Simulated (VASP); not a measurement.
Band structure of Ni3Fe (space group Pm-3m). Method: PBE GGA, VASP's PBE PAW potentials (set 64) (plane waves; VASP).

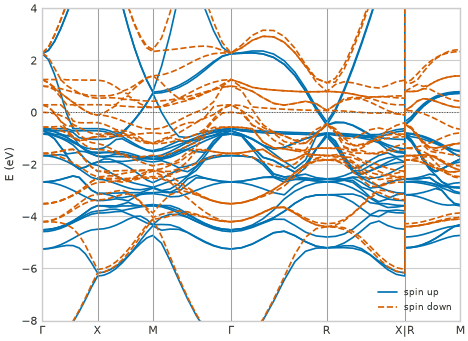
Fig. 1. Bands along high-symmetry lines, zero at the valence-band maximum or, without a gap, the Fermi level

Question: Read the plot: is there a gap, and where are the band edges?

Answer: It has no gap at this level: it comes out as a metal or semimetal.

The structure is a typed Ni3Fe crystal. The cell was not relaxed at this level.
